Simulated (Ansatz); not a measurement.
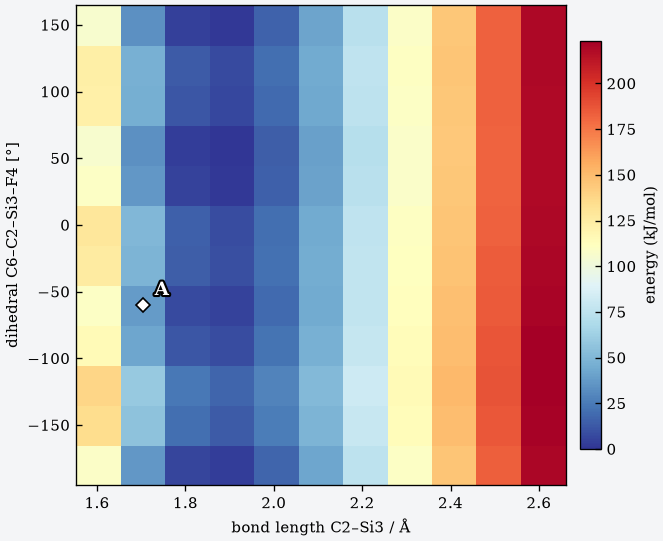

C₂H₆BFOSi, SMILES OC1([SiH2]F)BC1. First axis: bond length C2–Si3. Second axis: dihedral C6–C2–Si3–F4. Nothing is relaxed (all other coordinates rigid). The scan uses an 11 × 12 grid. Points are written as (first, second). Energies: kJ/mol, counted from the lowest grid point. Energies and slopes of some neighbouring points disagree (a jump in structure or state, or too coarse a mesh). Method: RHF/def2-SVP in Ansatz 0.2.0.

The picture shows one coloured cell a grid point, the point A.

**Which way does the force act at A, and how strong is it?**

A, at (1.704 Å, −60°), is not a stationary point. The computed force is 480 kJ/mol for each Å towards larger values of bond length C2–Si3 and 0.21 kJ/mol for each degree towards smaller values of dihedral C6–C2–Si3–F4.
